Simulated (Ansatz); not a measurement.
A series of calculations on CH7B

## 1. Relaxation

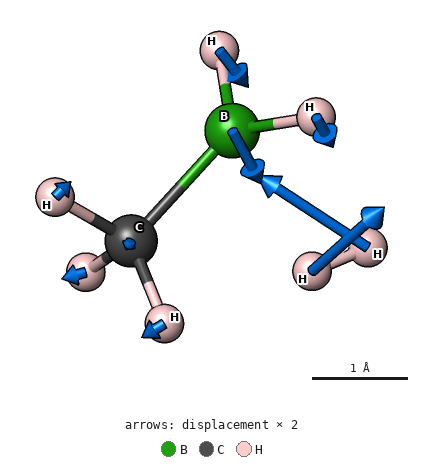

A relaxation of CH₇B. The starting structure is drawn; blue arrows show the displacements, 2 times their true length. The two geometries are superimposed by the best rigid fit.

The picture is a ball-and-stick view, seen at a tilt.

The run prepares an end point of a later path (reaction) calculation, from a guessed geometry.

Level of theory: RKS PBE0-D4/def2-SVP in Ansatz 0.2.0. (no spin polarisation; force threshold 0.03 eV/Å; at most 50 steps)

**What did the optimiser do to the structure, and how much energy did it gain?**

The atom that moves furthest after the best rigid fit is an H atom (0.71 Å). By element the largest moves are H 0.71 Å, B 0.39 Å, C 0.06 Å. Among the contacts that change: B–H 2.386 → 1.443 Å, B–H 2.041 → 1.445 Å, H–H 0.721 → 0.827 Å, B–C 1.582 → 1.592 Å. New bonds form, among them: B–H (2.04 → 1.45 Å), B–H (2.39 → 1.44 Å). Among the angles between lasting bonds that change: H–B–H 118.5° → 111.1°, B–C–H 103.7° → 107.2°. Over 16 accepted moves (19 points after the start) the energy falls by 0.259 eV. Largest force component: 1.5 eV/Å at the start, 0.014 eV/Å at the end. The line search rejected the trial steps at points 3, 7, 15 of the run.

## 2. Relaxation

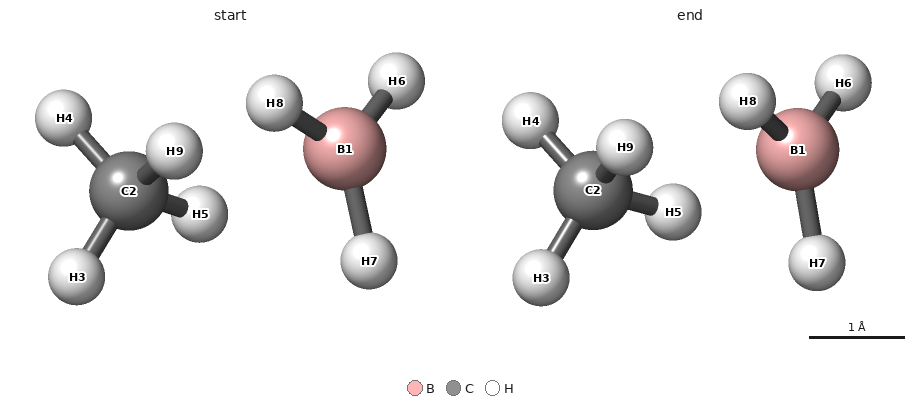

The structure of CH7B before (left) and after (right) a relaxation, at one scale.

A ball-and-stick model, seen at a tilt.

The run prepares an end point of a later path (reaction) calculation, from a guessed geometry.

Theory: RKS PBE0-D4/def2-SVP (Ansatz 0.2.0).

The input:
```yaml
crystal:
  periodic: [false, false, false]
  atoms:
    - { symbol: B, position_ang: [-0.064051, -0.406537, -0.474797] }
    - { symbol: C, position_ang: [-0.018767, -0.172629, 2.309951] }
    - { symbol: H, position_ang: [-1.018148, -0.234091, 2.758775] }
    - { symbol: H, position_ang: [0.736489, -0.594035, 2.985874] }
    - { symbol: H, position_ang: [0.228418, 0.870656, 2.079924] }
    - { symbol: H, position_ang: [1.011171, 0.11647, -0.640323] }
    - { symbol: H, position_ang: [-1.081729, 0.238509, -0.56007] }
    - { symbol: H, position_ang: [-0.125105, -1.588595, -0.299546] }
    - { symbol: H, position_ang: [-0.018577, -0.801747, 1.393112] }
basis:
  gaussian: { orbitals: def2-SVP }
hamiltonian:
  xc: pbe0
  dispersion: d4
relax:
  f_tol: 0.03
  max_steps: 50
```

Run as
```bash
ansatz run input.yaml --threads 1 --pin off --max-ram 2048MiB --backend cpu --events-out ev --progress --plain --runs-dir out
```

### What changed between the two?

Over 5 accepted moves (6 points after the start) the energy falls by 0.039 eV. Largest force component: 0.31 eV/Å at the start, 0.027 eV/Å at the end. The line search rejected the trial step at point 5 of the run. H5 moves most after the best rigid fit: 0.20 Å. Largest moves by element: H 0.20 Å, B 0.09 Å, C 0.06 Å. Near-neighbour distances that change, for instance: B1–H8 1.197 → 1.208 Å.

## 3. Path

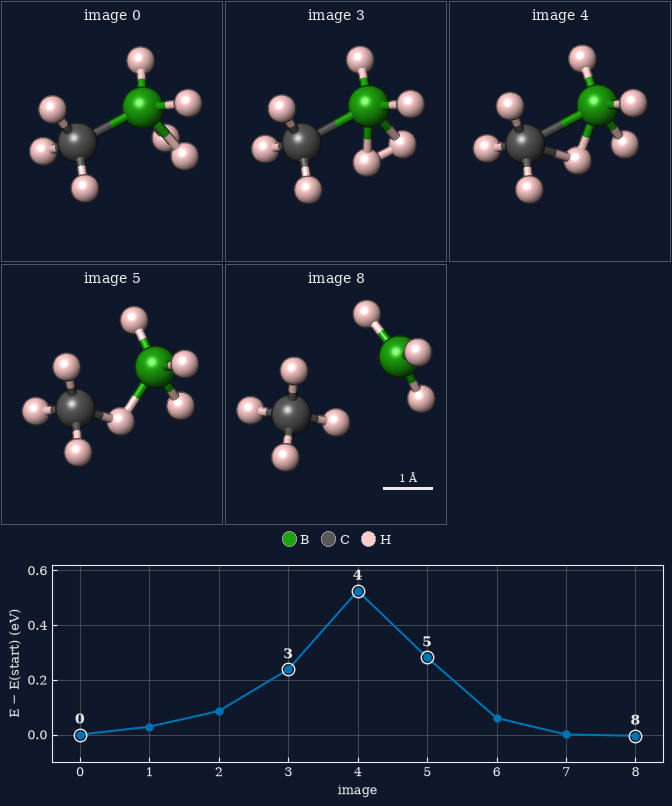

A search for the minimum-energy path of CH$_{7}$B by the nudged elastic band. Images are numbered from 0 (start) to 8 (end). A ball-and-stick model, seen at a tilt.

Theory: RKS PBE0-D4/def2-SVP in Ansatz. Run with 7 movable images; climbing image; force threshold 0.05 eV/Å; iteration limit 60; starting path through a guess of the saddle point.

**What happens along the path, and what is the barrier?**

Breaking: B–C (1.59 → 2.65 Å), B–H (1.45 → 1.89 Å), H–H (0.83 → 2.03 Å). Forming: C–H (2.46 → 1.11 Å). Forward barrier 0.53 eV, backward barrier 0.53 eV, with image 4 at the top; the reaction energy is 0.00 eV. The band converged in 11 iterations. The largest component of the band force went from 6.6 to 0.02 eV/Å. The climbing image converged on the top of the path. Its vibrational analysis gives one imaginary mode (1006i cm⁻¹), as a transition state must have.
